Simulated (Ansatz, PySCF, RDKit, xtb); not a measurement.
# GaBH2ClF: from the formula to a structure, part 2 of 2

Given the formula GaBH2ClF and nothing else, which arrangement of the atoms is the most stable in the gas at 298.15 K, and what are its properties?

xtb, Ansatz and PySCF; isolated molecules.

## 11. The ranking

Energies in kcal/mol from c843; G adds the thermal terms to the CCSD(T)/def2-TZVP energy. The columns left of the relaxed level are at the tight-binding geometries.

| label | SMILES | spin | GFN2-xTB | HF/STO-3G | r2SCAN-D4/def2-SVP | PBE0-D3(BJ)/def2-SVP | HF/def2-TZVP | MP2/def2-TZVP | CCSD(T)/def2-TZVP | G | share at equilibrium | T1 |
| --- | --- | --- | --- | --- | --- | --- | --- | --- | --- | --- | --- | --- |
| c843 | [BH2]1[F][Ga][Cl]1 ‡ | singlet | 0.0 | 0.0 | 0.0 | 0.0 | 0.0 | 0.0 | 0.0 | 0.0 | 99.8 % | 0.012 |
| c107b | F[BH2-][Ga+][Cl] | singlet | 19.2 | 6.9 | 5.1 | 7.1 | 4.4 | 6.5 | 6.4 | 3.6 | 0.2 % | 0.013 |

‡ marks the bonded skeleton alone, with all bonds drawn single: no Lewis structure was assigned that passes a check against the bond lengths.

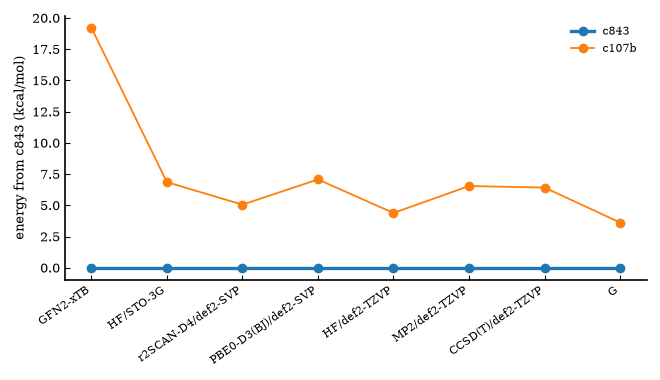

The finalists at each level, measured from c843.

Lowest found: c843, `[BH2]1[F][Ga][Cl]1` ‡, a singlet of point group Cs. Bond lengths: B1–Cl2 2.015 Å, B1–F3 1.465 Å, Cl2–Ga4 2.481 Å, F3–Ga4 2.132 Å, B1–H5 1.208 Å, B1–H6 1.208 Å. Angles: B1–Cl2–Ga4 81.3°, Cl2–B1–F3 99.3°, B1–F3–Ga4 108.8°, Cl2–Ga4–F3 70.5°, Cl2–B1–H5 105.7°, Cl2–B1–H6 105.7°, F3–B1–H5 111.6°, F3–B1–H6 111.6°, H5–B1–H6 120.3°.

```xyz
6

B     0.9896   -0.5556    0.3621
Cl   -0.8684   -1.2984    0.6022
F     0.6490    0.7986   -0.0813
Ga   -1.4740    0.9878   -0.1473
H     1.4873   -1.2031   -0.5279
H     1.4843   -0.5517    1.4642
```

‡ marks the bonded skeleton alone, with all bonds drawn single: no Lewis structure was assigned that passes a check against the bond lengths.

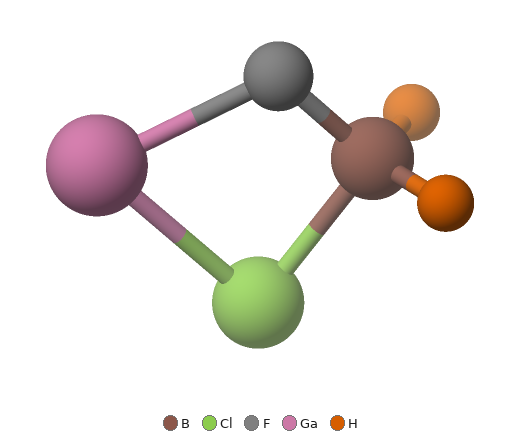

The lowest structure found, seen from a chosen angle (boron brown, chlorine green, fluorine grey, gallium pink, hydrogen orange).

## 12. Density, orbitals and dipole (PBE0/def2-TZVPD)

Input file input.yaml:

```yaml
crystal:
  periodic: [false, false, false]
  atoms:
    - {symbol: B, position_ang: [0.989640, -0.555593, 0.362127]}
    - {symbol: Cl, position_ang: [-0.868357, -1.298426, 0.602151]}
    - {symbol: F, position_ang: [0.648990, 0.798566, -0.081259]}
    - {symbol: Ga, position_ang: [-1.474043, 0.987790, -0.147303]}
    - {symbol: H, position_ang: [1.487343, -1.203135, -0.527948]}
    - {symbol: H, position_ang: [1.484287, -0.551661, 1.464200]}
basis:
  gaussian: {orbitals: def2-TZVPD}
hamiltonian: {xc: {name: PBE0}}
output: {forces: true, orbitals: {seedname: orbitals}}
```

Run with:

```
$ ansatz run input.yaml --threads 2 --pin off --max-ram 4350MiB --events-out events.jsonl --progress --plain --runs-dir runs
```

The program printed, shortened:

```text
Warning: RAYON_NUM_THREADS=2 ignored (pool sized by the plan → 2); use --threads N
Functional definition: PBE0
  name "PBE0"
[...]
1196 factors; their error is unknown
[...]
mean field -68316.35610915 eV, -2510.5797805218 hartree, gradient 2.6e-5 eV, S^2 0.000000; 0 other end points of the search recorded, 0 dependent functions left out
[...]
reference -68316.35615023 eV, -2510.5797820316 hartree; 32, 32 occupied and 163, 163 virtual orbitals, 1196 factors
Total energy: -68316.35615023 eV, -2510.5797820316 hartree
Atom 0 at     0.989640    -0.555593     0.362127 Å, force     0.087208    -0.092780     0.030518 eV/Å
Atom 1 at    -0.868357    -1.298426     0.602151 Å, force     0.024825     0.038776    -0.012684 eV/Å
Atom 2 at     0.648990     0.798566    -0.081259 Å, force     0.115094    -0.064431     0.021215 eV/Å
Atom 3 at    -1.474043     0.987790    -0.147303 Å, force    -0.001390    -0.067303     0.022087 eV/Å
Atom 4 at     1.487343    -1.203135    -0.527948 Å, force    -0.113172     0.169942     0.205213 eV/Å
Atom 5 at     1.484287    -0.551661     1.464200 Å, force    -0.112565     0.015796    -0.266348 eV/Å
Dipole moment:    -0.490725     0.422688    -0.139231 e Å
```

Wall time 5.1 s (2 threads of Intel Xeon 6975P-C (Granite Rapids), shared host); peak memory 0.54 GiB.

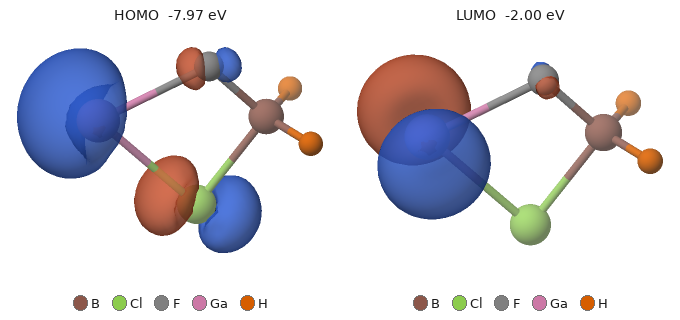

Frontier orbitals of this run, surfaces at ±0.2 Å^-3/2.

## 13. Frequencies after a tight-binding relaxation (GFN2-xTB)

Input file start.xyz:

```xyz
6
c843
B      0.989640    -0.555593     0.362127
Cl    -0.868357    -1.298426     0.602151
F      0.648990     0.798566    -0.081259
Ga    -1.474043     0.987790    -0.147303
H      1.487343    -1.203135    -0.527948
H      1.484287    -0.551661     1.464200
```

Run with:

```
$ xtb start.xyz --gfn 2 --ohess tight
```

The program printed, shortened:

```text
* xtb version 6.7.1
[...]
          :  # basis functions                  30          :
[...]
          :  # electrons                        22          :
[...]
          :  Hamiltonian                  GFN2-xTB          :
[...]
          :  net charge                          0          :
          :  unpaired electrons                  0          :
[...]
   *** convergence criteria satisfied after 14 iterations ***
[...]
   *** GEOMETRY OPTIMIZATION CONVERGED AFTER 10 ITERATIONS ***
[...]
   *** convergence criteria satisfied after 3 iterations ***
[...]
         ::                     SUMMARY                     ::
         :::::::::::::::::::::::::::::::::::::::::::::::::::::
         :: total energy             -12.903399675441 Eh    ::
         :: gradient norm              0.000130417762 Eh/a0 ::
         :: HOMO-LUMO gap              5.431290657257 eV    ::
         ::.................................................::
         :: SCC energy               -12.930204627655 Eh    ::
         :: -> isotropic ES            0.047990030686 Eh    ::
         :: -> anisotropic ES          0.001265237385 Eh    ::
         :: -> anisotropic XC         -0.004007342757 Eh    ::
         :: -> dispersion             -0.003855366592 Eh    ::
         :: repulsion energy           0.026804952214 Eh    ::
         :: add. restraining           0.000000000000 Eh    ::
         :: total charge              -0.000000000000 e     ::
         :::::::::::::::::::::::::::::::::::::::::::::::::::::
[...]
        11        2.0000           -0.3999641             -10.8836 (HOMO)
        12                         -0.2003678              -5.4523 (LUMO)
[...]
     #   Z          covCN         q      C6AA      α(0)
     1   5 B        3.410     0.338    16.385     6.745
     2  17 Cl       1.557    -0.193   105.267    15.697
     3   9 F        1.228    -0.303    12.340     4.151
     4  31 Ga       1.236     0.374   286.549    42.254
     5   1 H        0.936    -0.108     5.841     3.779
     6   1 H        0.936    -0.108     5.841     3.779
[...]
          | TOTAL ENERGY              -12.903399675442 Eh   |
          | TOTAL ENTHALPY            -12.871429507278 Eh   |
          | TOTAL FREE ENERGY         -12.908499703061 Eh   |
          | GRADIENT NORM               0.000130488931 Eh/α |
[...]
```

Run time: 0.1 s. Hardware: 2 threads of Intel Xeon 6975P-C (Granite Rapids), shared host.

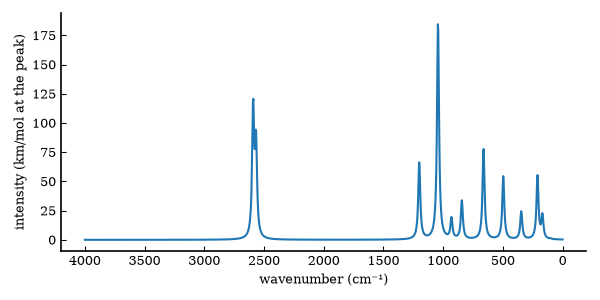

Harmonic infrared spectrum, unscaled, lines broadened by 10 cm⁻¹.

## 14. Electronic excitations (TD-B3LYP/def2-SVPD)

An in-house driver calls PySCF's response routines at TD-B3LYP/def2-SVPD; it has no typed input.

The program printed:

```text
coarse grid: 29160 points
cycle   1  E = -2510.5888485881  dE = -4.611e-01  |g| = 6.041e-01  |ddm| = 2.659e+00
cycle   2  E = -2510.5124866763  dE =  7.636e-02  |g| = 9.394e-01  |ddm| = 1.618e+00
cycle   3  E = -2510.6491858112  dE = -1.367e-01  |g| = 1.015e-01  |ddm| = 8.572e-01
cycle   4  E = -2510.6507479727  dE = -1.562e-03  |g| = 3.136e-02  |ddm| = 1.215e-01
cycle   5  E = -2510.6509044336  dE = -1.565e-04  |g| = 3.436e-03  |ddm| = 3.264e-02
cycle   6  E = -2510.6509073815  dE = -2.948e-06  |g| = 1.727e-03  |ddm| = 8.528e-03
final grid: 58592 points
cycle   7  E = -2510.6508721125  dE =  5.111e-07  |g| = 2.191e-03  |ddm| = 6.232e-03
cycle   8  E = -2510.6508710413  dE =  1.071e-06  |g| = 2.940e-03  |ddm| = 7.889e-03
cycle   9  E = -2510.6508734544  dE = -2.413e-06  |g| = 3.297e-04  |ddm| = 4.467e-03
cycle  10  E = -2510.6508734723  dE = -1.794e-08  |g| = 2.208e-05  |ddm| = 2.476e-04
cycle  11  E = -2510.6508734725  dE = -1.173e-10  |g| = 4.679e-06  |ddm| = 3.105e-05
converged SCF energy = -2510.6508734725

Static polarisability (au): isotropic 63.524, principal 52.937 61.207 76.427

Singlet excitations
state   eV       nm        f      main configurations
  1   5.0147    247.2   0.01452   H-1->L 0.98
  2   5.1156    242.4   0.08544   H->L 0.96
  3   5.6646    218.9   0.00168   H-1->L+1 0.99
  4   5.8320    212.6   0.09964   H->L+1 0.94
  5   6.2149    199.5   0.00326   H-2->L 0.98
  6   6.4682    191.7   0.00940   H-3->L 0.92
  7   6.6174    187.4   0.00003   H-1->L+2 0.96
  8   6.9333    178.8   0.53374   H->L+2 0.76, H-2->L+1 0.08

Triplet excitations (Tamm-Dancoff, eV): 3.7420 4.5784 4.8191
```

It took 6.9 s on 2 threads of Intel Xeon 6975P-C (Granite Rapids), shared host.

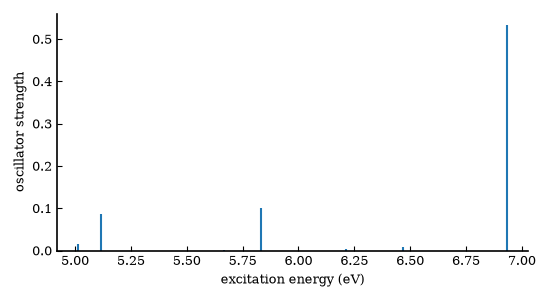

Vertical excitations as sticks.

The roots found:

| excited state | energy (eV) | strength |
| --- | --- | --- |
| 1 | 5.015 | 0.0145 |
| 2 | 5.116 | 0.0854 |
| 3 | 5.665 | 0.0017 |
| 4 | 5.832 | 0.0996 |
| 5 | 6.215 | 0.0033 |
| 6 | 6.468 | 0.0094 |
| 7 | 6.617 | 0.0000 |
| 8 | 6.933 | 0.5337 |

## 15. NMR shieldings (GIAO PBE0/pcSseg-1)

An in-house driver calls PySCF's response routines at GIAO PBE0/pcSseg-1; it has no typed input.

The program printed:

```text
coarse grid: 29160 points
cycle   1  E = -2510.1870934821  dE = -4.844e-01  |g| = 9.656e-01  |ddm| = 2.000e+00
cycle   2  E = -2510.1164669582  dE =  7.063e-02  |g| = 1.192e+00  |ddm| = 1.360e+00
cycle   3  E = -2510.2745570360  dE = -1.581e-01  |g| = 1.357e-01  |ddm| = 7.545e-01
cycle   4  E = -2510.2767089458  dE = -2.152e-03  |g| = 6.521e-02  |ddm| = 1.046e-01
cycle   5  E = -2510.2772447817  dE = -5.358e-04  |g| = 3.581e-03  |ddm| = 4.064e-02
cycle   6  E = -2510.2772469169  dE = -2.135e-06  |g| = 1.689e-03  |ddm| = 5.149e-03
final grid: 58592 points
cycle   7  E = -2510.2772210108  dE =  1.566e-07  |g| = 1.936e-03  |ddm| = 3.730e-03
cycle   8  E = -2510.2772206604  dE =  3.504e-07  |g| = 2.330e-03  |ddm| = 4.085e-03
cycle   9  E = -2510.2772218204  dE = -1.160e-06  |g| = 2.446e-04  |ddm| = 2.213e-03
cycle  10  E = -2510.2772218293  dE = -8.915e-09  |g| = 1.721e-05  |ddm| = 1.474e-04
cycle  11  E = -2510.2772218294  dE = -6.730e-11  |g| = 2.723e-06  |ddm| = 1.538e-05
converged SCF energy = -2510.2772218294

GIAO shielding tensors (ppm)
atom      isotropic    diamagn.    paramagn.     s11        s22        s33       span
  0 B       85.692     185.475     -99.783     76.057     85.464     95.554     19.498
  1 Cl     698.753    1148.652    -449.900    444.177    630.301   1021.781    577.604
  2 F      285.967     474.421    -188.454    157.364    280.592    419.946    262.583
  3 Ga    2041.884    2636.002    -594.117   1790.131   1902.497   2433.025    642.894
  4 H       26.641      27.902      -1.262     23.453     26.476     29.993      6.540
  5 H       26.641      27.876      -1.235     23.453     26.476     29.993      6.540
```

Run time: 4.5 s. Hardware: 2 threads of Intel Xeon 6975P-C (Granite Rapids), shared host; peak memory 0.59 GiB.

Isotropic shieldings (absolute, not shifts):

| atoms | shielding (ppm) |
| --- | --- |
| B1 | 85.7 |
| Cl2 | 698.8 |
| F3 | 286.0 |
| Ga4 | 2041.9 |
| H5 | 26.64 |
| H6 | 26.64 |

## 16. The cation at the same geometry (PBE0/def2-TZVPD)

input.yaml, as its differences from that of step 12:

```diff
@@ -10,4 +10,9 @@
 basis:
-  gaussian: {orbitals: def2-TZVPD}
-hamiltonian: {xc: {name: PBE0}}
-output: {forces: true, orbitals: {seedname: orbitals}}
+  gaussian:
+    orbitals: def2-TZVPD
+total_charge: 1
+magnetization:
+  spin_polarized: true
+  initial_magnetization: 1
+hamiltonian:
+  xc: pbe0
```

Run with:

```
$ ansatz run input.yaml --threads 2 --pin off --max-ram 4350MiB --events-out events.jsonl --progress --plain --runs-dir runs
```

The program printed:

```text
Warning: RAYON_NUM_THREADS=2 ignored (pool sized by the plan → 2); use --threads N
Functional definition: PBE0
  name "PBE0"
  parameter a = 0.25
  parameter kappa = 0.804
  parameter beta = 0.06672455060314922
  exchange = (1 - a)*pbe_x(kappa = kappa, mu = beta*pi^2/3) + a*exact_x
  correlation = pbe_c(beta = beta)
1196 factors; their error is unknown
mean field evaluation 1: about -68295.3066 eV, gradient 5.2e1 eV
mean field evaluation 2: about -68150.7059 eV, gradient 1.7e2 eV
mean field evaluation 4: about -68304.9542 eV, gradient 1.7e1 eV
mean field evaluation 8: about -68306.0684 eV, gradient 1.5e-1 eV
mean field evaluation 16: about -68306.2694 eV, gradient 2.7e-3 eV
mean field evaluation 32: about -68306.2766 eV, gradient 8.5e-5 eV
mean field -68306.27662370 eV, -2510.2093662637 hartree, gradient 1.0e-5 eV, S^2 0.759237; 3 other end points of the search recorded, 0 dependent functions left out
reference -68306.27666317 eV, -2510.2093677144 hartree; 32, 31 occupied and 163, 164 virtual orbitals, 1196 factors
Total energy: -68306.27666317 eV, -2510.2093677144 hartree
```

Run time: 26 s. Hardware: 2 threads of Intel Xeon 6975P-C (Granite Rapids), shared host; peak memory 1 GiB.

Difference from the parent: 10.08 eV.

## 17. The anion at the same geometry (PBE0/def2-TZVPD)

Input file input.yaml:

```yaml
crystal:
  periodic: [false, false, false]
  atoms:
    - symbol: B
      position_ang: [0.989640, -0.555593, 0.362127]
    - symbol: Cl
      position_ang: [-0.868357, -1.298426, 0.602151]
    - symbol: F
      position_ang: [0.648990, 0.798566, -0.081259]
    - symbol: Ga
      position_ang: [-1.474043, 0.987790, -0.147303]
    - symbol: H
      position_ang: [1.487343, -1.203135, -0.527948]
    - symbol: H
      position_ang: [1.484287, -0.551661, 1.464200]
basis:
  gaussian:
    orbitals: def2-TZVPD
total_charge: -1
scf:
  lower_state_search: "off"
hamiltonian:
  xc: pbe0
magnetization:
  spin_polarized: true
  initial_magnetization: 1
```

Run with:

```
$ ansatz run input.yaml --threads 2 --pin off --max-ram 4350MiB --events-out events.jsonl --progress --plain --runs-dir runs
```

The program printed, shortened:

```text
Warning: RAYON_NUM_THREADS=2 ignored (pool sized by the plan → 2); use --threads N
Functional definition: PBE0
  name "PBE0"
[...]
1196 factors; their error is unknown
[...]
mean field -68316.67693702 eV, -2510.5915707287 hartree, gradient 5.8e-6 eV, S^2 0.755131; 0 other end points of the search recorded, 0 dependent functions left out
reference -68316.67697685 eV, -2510.5915721923 hartree; 33, 32 occupied and 162, 163 virtual orbitals, 1196 factors
Total energy: -68316.67697685 eV, -2510.5915721923 hartree
Checks for a lower state left out: stability, starts, cluster_reference, orbital_swaps, neighbouring_geometries, increment
```

It took 4.8 s on 2 threads of Intel Xeon 6975P-C (Granite Rapids), shared host; peak memory 0.65 GiB.

Parent less the species with the added electron: 0.32 eV.

## 18. The triplet at the same geometry (PBE0/def2-TZVPD)

Input file input.yaml:

```yaml
crystal:
  periodic: [false, false, false]
  atoms:
    - {symbol: B, position_ang: [0.989640, -0.555593, 0.362127]}
    - {symbol: Cl, position_ang: [-0.868357, -1.298426, 0.602151]}
    - {symbol: F, position_ang: [0.648990, 0.798566, -0.081259]}
    - {symbol: Ga, position_ang: [-1.474043, 0.987790, -0.147303]}
    - {symbol: H, position_ang: [1.487343, -1.203135, -0.527948]}
    - {symbol: H, position_ang: [1.484287, -0.551661, 1.464200]}
basis:
  gaussian:
    orbitals: def2-TZVPD
magnetization:
  spin_polarized: true
  initial_magnetization: 2
hamiltonian:
  xc: {name: PBE0}
```

Run with:

```
$ ansatz run input.yaml --threads 2 --pin off --max-ram 4350MiB --events-out events.jsonl --progress --plain --runs-dir runs
```

The program printed:

```text
Warning: RAYON_NUM_THREADS=2 ignored (pool sized by the plan → 2); use --threads N
Functional definition: PBE0
  name "PBE0"
  parameter a = 0.25
  parameter kappa = 0.804
  parameter beta = 0.06672455060314922
  exchange = (1 - a)*pbe_x(kappa = kappa, mu = beta*pi^2/3) + a*exact_x
  correlation = pbe_c(beta = beta)
1196 factors; their error is unknown
mean field evaluation 1: about -68303.1030 eV, gradient 3.4e1 eV
mean field evaluation 2: about -68221.2952 eV, gradient 1.0e2 eV
mean field evaluation 4: about -68312.4583 eV, gradient 4.1e0 eV
mean field evaluation 8: about -68312.5643 eV, gradient 8.6e-2 eV
mean field evaluation 16: about -68312.7659 eV, gradient 3.4e-4 eV
mean field -68312.76590822 eV, -2510.4478430711 hartree, gradient 2.1e-5 eV, S^2 2.003026; 2 other end points of the search recorded, 0 dependent functions left out
reference -68312.76594723 eV, -2510.4478445048 hartree; 33, 31 occupied and 162, 164 virtual orbitals, 1196 factors
Total energy: -68312.76594723 eV, -2510.4478445048 hartree
```

Run time: 8.1 s. Hardware: 2 threads of Intel Xeon 6975P-C (Granite Rapids), shared host; peak memory 0.73 GiB.

It lies 3.59 eV above the singlet.

## 19. Stability of the closed-shell solution (PBE0/def2-SVP)

Input file job.py:

```python
from pyscf import gto, dft

mol = gto.M(
    atom='''
B        0.989640      -0.555593       0.362127
Cl      -0.868357      -1.298426       0.602151
F        0.648990       0.798566      -0.081259
Ga      -1.474043       0.987790      -0.147303
H        1.487343      -1.203135      -0.527948
H        1.484287      -0.551661       1.464200
''',
    basis='def2-svp',
    verbose=3,
    spin=0,
    max_memory=3100,
)

calc0 = dft.RKS(mol, xc='pbe0')
calc0 = calc0.density_fit(auxbasis='def2-universal-jkfit')
calc0.max_cycle = 100
calc0.grids.level = 3
calc0.kernel()
if not calc0.converged:
    calc0 = calc0.newton().run(calc0.mo_coeff, calc0.mo_occ)

energy = calc0.e_tot
print('E = %.10f Eh' % energy)
mo_i, mo_e, stable_i, stable_e = calc0.stability(internal=True, external=True, return_status=True)
print('stable: internal', stable_i, 'external', stable_e)
```

Run with:

```
$ OMP_NUM_THREADS=2 python job.py
```

The program printed:

```text
converged SCF energy = -2510.02627636326
E = -2510.0262763633 Eh
<class 'pyscf.df.df_jk.DFRKS'> wavefunction is stable in the internal stability analysis
<class 'pyscf.df.df_jk.DFRKS'> wavefunction is stable in the real -> complex stability analysis
<class 'pyscf.df.df_jk.DFRKS'> wavefunction is stable in the RHF/RKS -> UHF/UKS stability analysis
stable: internal True external True
```

Run time: 35 s. Hardware: 2 threads of Intel Xeon 6975P-C (Granite Rapids), shared host.

## 20. Results

What follows sums up all 2 parts.

```
                                                       quantity                                                                    value
                                         lowest structure found                                        [BH2]1[F][Ga][Cl]1 ‡, singlet, Cs
                                                  next finalist                      F[BH2-][Ga+][Cl], singlet, 3.6 kcal/mol higher in G
                      share at equilibrium, among the finalists                                                                   99.8 %
                                                         funnel  38 starts, 24 minima at GFN2-xTB, 8 screening runs, 3 relaxed, 2 ranked
                                           CPU time of all runs                                                                   13 min
harmonic wavenumbers, lowest and highest (PBE0-D3(BJ)/def2-SVP)                                                         85 and 2679 cm⁻¹
                            rotational constants, same geometry                                            0.1782, 0.09383, 0.06248 cm⁻¹
                                dipole moment (PBE0/def2-TZVPD)                                                                   3.18 D
                                  HOMO energy (PBE0/def2-TZVPD)                                                                 -7.97 eV
                                  LUMO energy (PBE0/def2-TZVPD)                                                                 -2.00 eV
                                HOMO–LUMO gap (PBE0/def2-TZVPD)                                                                  5.97 eV
                         lowest excitation (TD-B3LYP/def2-SVPD)                                                      5.01 eV (f = 0.015)
                   strongest of the states computed, same level                                                      6.93 eV (f = 0.534)
            lowest triplet excitation, same level, Tamm-Dancoff                                                                  3.74 eV
                                     vertical ionisation energy                                                                 10.08 eV
                                     vertical electron affinity                                                                  0.32 eV
                                  vertical triplet less singlet                                                                 +3.59 eV
```

In words: The search ends on `[BH2]1[F][Ga][Cl]1` ‡. It came from a random start; the drawn patterns missed it. The margin, 3.6 kcal/mol, is modest. GFN2-xTB, HF/STO-3G, r2SCAN-D4/def2-SVP, PBE0-D3(BJ)/def2-SVP, HF/def2-TZVP and MP2/def2-TZVP already put its bonding pattern lowest among the structures in one piece. The largest share of the time went into the relaxations (25 %). The search is not exhaustive (a finite list of starts, one conformer a finalist), so a lower isomer can't be ruled out. Patterns outside the rules of the enumeration were met only by chance.

‡ marks the bonded skeleton alone, with all bonds drawn single: no Lewis structure was assigned that passes a check against the bond lengths.
